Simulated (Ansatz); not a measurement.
# One shape, several levels: H3O+ (oxonium)

Aim: a comparison of 6 runs (HF/3-21G, BHLYP/3-21G, CAM-B3LYP/3-21G, UB3LYP/3-21G, UPBE0/3-21G, UCCSD(T)/3-21G) of H3O+ (oxonium). 

The results are computed with Ansatz 0.2.0.

**1. Starting point**

H3O+ has 4 atoms, charge +1, and is taken as a singlet. SMILES: `[OH3+]`. The H4–O1 distance was set to 1.467 Å, away from the relaxed value. At this shape a bond of the SMILES string is far longer than usual.

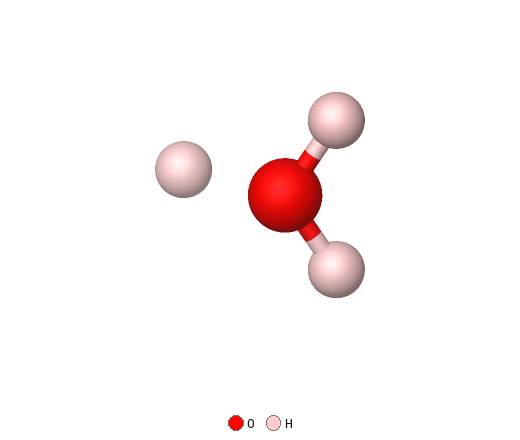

Viewed from a chosen angle; oxygen red, hydrogen pink.

**2. A single-point energy at HF/3-21G (run 1)**

molecule.yaml reads:

```yaml
crystal:
  periodic: [false, false, false]
  atoms:
    - {symbol: O, position_ang: [0.269028, 0.161683, -0.481666]}
    - {symbol: H, position_ang: [0.306118, 1.136823, -0.413766]}
    - {symbol: H, position_ang: [-0.321832, -0.149907, -1.196286]}
    - {symbol: H, position_ang: [0.007860, -0.493450, 0.805020]}
basis:
  gaussian: {orbitals: 3-21G.json}
hamiltonian: {xc: hf}
total_charge: 1
accuracy: high
```

The basis set 3-21G is read from a file made from the Basis Set Exchange's data (not shown).

Launch:

```sh
$ ansatz run molecule.yaml --threads 1 --pin off --max-ram 3480MiB --events-out events.jsonl --progress --plain --runs-dir runs
```

The program printed:

```text
Warning: RAYON_NUM_THREADS=1 ignored (pool sized by the plan → 1); use --threads N
Functional definition: HF
  name "HF"
  exchange = exact_x
  correlation = 0
232 factors; integrals over basis functions are off by at most 4.4e-9 eV
mean field evaluation 1: about -2057.0083 eV, gradient 5.9e1 eV
mean field evaluation 2: about -2057.0050 eV, gradient 5.9e1 eV
mean field evaluation 4: about -2062.6127 eV, gradient 1.6e0 eV
mean field evaluation 8: about -2062.6204 eV, gradient 6.8e-2 eV
mean field -2062.62046840 eV, -75.7999041195 hartree, gradient 8.7e-8 eV, S^2 0.000000; 0 other end points of the search recorded, 0 dependent functions left out
reference -2062.62046840 eV, -75.7999041195 hartree; 5, 5 occupied and 10, 10 virtual orbitals, 232 factors
Total energy: -2062.62046840 eV, -75.7999041195 hartree
```

Wall time 0.04 s (1 thread of Arm Neoverse V2, shared host).

**3. A single-point energy at BHLYP/3-21G (run 2)**

Changes to molecule.yaml since step 2:

```diff
@@ -1 +1,4 @@
+basis:
+  gaussian:
+    orbitals: 3-21G.json
 crystal:
@@ -7,6 +10,5 @@
     - {symbol: H, position_ang: [0.007860, -0.493450, 0.805020]}
-basis:
-  gaussian: {orbitals: 3-21G.json}
-hamiltonian: {xc: hf}
 total_charge: 1
+hamiltonian:
+  xc: {name: BHLYP}
 accuracy: high
```

The basis set 3-21G is read from a file made from the Basis Set Exchange's data (not shown).

Launch:

```sh
$ ansatz run molecule.yaml --threads 1 --pin off --max-ram 3480MiB --events-out events.jsonl --progress --plain --runs-dir runs
```

The program printed:

```text
Warning: RAYON_NUM_THREADS=1 ignored (pool sized by the plan → 1); use --threads N
Functional definition: BHLYP
  name "BHLYP"
  parameter a = 0.5
  exchange = (1 - a)*b88_x + a*exact_x
  correlation = lyp_c
232 factors; integrals over basis functions are off by at most 4.4e-9 eV
mean field evaluation 1: about -2062.4621 eV, gradient 7.9e1 eV
mean field evaluation 2: about -2058.7582 eV, gradient 8.7e1 eV
mean field evaluation 4: about -2072.3999 eV, gradient 6.2e-1 eV
mean field evaluation 8: about -2072.3951 eV, gradient 2.2e-2 eV
mean field evaluation 16: about -2072.3951 eV, gradient 1.8e-7 eV
mean field -2072.39509931 eV, -76.1591151798 hartree, gradient 1.8e-8 eV, S^2 0.000000; 0 other end points of the search recorded, 0 dependent functions left out
reference -2072.39511263 eV, -76.1591156692 hartree; 5, 5 occupied and 10, 10 virtual orbitals, 232 factors
Total energy: -2072.39511263 eV, -76.1591156692 hartree
```

It took 0.38 s on 1 thread of Arm Neoverse V2, shared host.

Run 3 isn't shown in full; the table further down has it.

**4. A single-point energy at UB3LYP/3-21G (run 4)**

in.yaml reads:

```yaml
basis:
  gaussian: {orbitals: 3-21G.json}
crystal:
  periodic: [false, false, false]
  atoms:
    - symbol: O
      position_ang: [0.269028, 0.161683, -0.481666]
    - symbol: H
      position_ang: [0.306118, 1.136823, -0.413766]
    - symbol: H
      position_ang: [-0.321832, -0.149907, -1.196286]
    - symbol: H
      position_ang: [0.007860, -0.493450, 0.805020]
accuracy: high
total_charge: 1
hamiltonian: {xc: {name: B3LYP}}
magnetization: {spin_polarized: true, initial_magnetization: 0}
```

The basis set 3-21G is read from a file made from the Basis Set Exchange's data (not shown).

Launch:

```sh
$ ansatz run in.yaml --threads 1 --pin off --max-ram 3480MiB --events-out events.jsonl --progress --plain --runs-dir runs
```

The program printed:

```text
Warning: RAYON_NUM_THREADS=1 ignored (pool sized by the plan → 1); use --threads N
Functional definition: B3LYP
  name "B3LYP"
  parameter a0 = 0.2
  parameter ax = 0.72
  parameter ac = 0.81
  exchange = (1 - a0 - ax)*slater_x + ax*b88_x + a0*exact_x
  correlation = (1 - ac)*vwn_rpa_c + ac*lyp_c
232 factors; integrals over basis functions are off by at most 4.4e-9 eV
mean field evaluation 1: about -2059.8071 eV, gradient 6.7e1 eV
mean field evaluation 2: about -2033.2817 eV, gradient 9.2e1 eV
mean field evaluation 4: about -2073.6718 eV, gradient 1.4e0 eV
mean field evaluation 8: about -2073.6740 eV, gradient 2.8e-3 eV
mean field -2073.67397837 eV, -76.2061131184 hartree, gradient 6.8e-8 eV, S^2 0.000000; 0 other end points of the search recorded, 0 dependent functions left out
reference -2073.67399819 eV, -76.2061138466 hartree; 5, 5 occupied and 10, 10 virtual orbitals, 232 factors
Total energy: -2073.67399819 eV, -76.2061138466 hartree
```

Wall time 0.62 s (1 thread of Arm Neoverse V2, shared host); peak memory 0.093 GiB.

Run 5 isn't shown in full; the table further down has it.

**5. The energy at UCCSD(T)/3-21G (run 6)**

job.yaml reads:

```yaml
basis:
  gaussian: {orbitals: 3-21G.json}
crystal:
  periodic: [false, false, false]
  atoms:
    - symbol: O
      position_ang: [0.269028, 0.161683, -0.481666]
    - symbol: H
      position_ang: [0.306118, 1.136823, -0.413766]
    - symbol: H
      position_ang: [-0.321832, -0.149907, -1.196286]
    - symbol: H
      position_ang: [0.007860, -0.493450, 0.805020]
total_charge: 1
magnetization: {spin_polarized: true, initial_magnetization: 0}
correlation: {method: ccsd_t, frozen_orbitals: {H: 0, O: 1}}
accuracy: high
scf: {omitted_lower_state_checks: [cluster_reference, increment]}
```

The basis set 3-21G is read from a file made from the Basis Set Exchange's data (not shown).

Launch:

```sh
$ ansatz run job.yaml --threads 1 --pin off --max-ram 3480MiB --events-out events.jsonl --progress --plain --runs-dir runs
```

The program printed, cut to the lines that bear on the results:

```text
Warning: RAYON_NUM_THREADS=1 ignored (pool sized by the plan → 1); use --threads N
[... 2 set-up lines as earlier in the session ...]
[...]
232 factors; integrals over basis functions are off by at most 4.4e-9 eV
[...]
mean field -2062.62046840 eV, -75.7999041195 hartree, gradient 6.6e-8 eV, S^2 0.000000; 1 other end points of the search recorded, 0 dependent functions left out
1 core orbitals not correlated: weight in the atoms' cores, before any rotation towards them, 1.000 or more for the frozen orbitals, at most 0.000 for the correlated occupied ones
reference -2062.62046840 eV, -75.7999041195 hartree; 4, 4 occupied and 10, 10 virtual orbitals, 232 factors
second order -3.78335719 eV of doubles, -0.00000000 eV of singles
cycle   1  -3.81444546 eV  change   -3.1e-2 eV  update   5.2e-2
[...]
cycle  20  -4.01915402 eV  change  -1.6e-11 eV  update  2.6e-10
perturbative correction -0.06565525 eV, -0.0024127861 hartree
Total energy: -2066.70527768 eV, -75.9500180916 hartree
Checks for a lower state left out: cluster_reference, increment
```

Wall time 0.12 s (1 thread of Arm Neoverse V2, shared host).

**6. Overview of the runs**

```tsv
run	level	frozen core orbitals	energy (Eh)	wall time
1	HF/3-21G	–	-75.799904	0.04 s
2	BHLYP/3-21G	–	-76.159116	0.38 s
3	CAM-B3LYP/3-21G	–	-76.173977	0.46 s
4	UB3LYP/3-21G	–	-76.206114	0.62 s
5	UPBE0/3-21G	–	-76.122451	0.62 s
6	UCCSD(T)/3-21G	1	-75.950018	0.12 s
```

**7. Outcome**

| quantity | value |
| --- | --- |
| run 6: total energy | -75.95002 Eh |
| run 6: correlation energy (1 core orbital frozen) | -150.1 mEh |
| run 6: (T) correction | -2.41 mEh |
| run 6: T1 diagnostic | 0.018 |

What this shows: Totals of different functionals can't be ranked against each other. All runs together took 2.2 s, the longest 0.62 s.
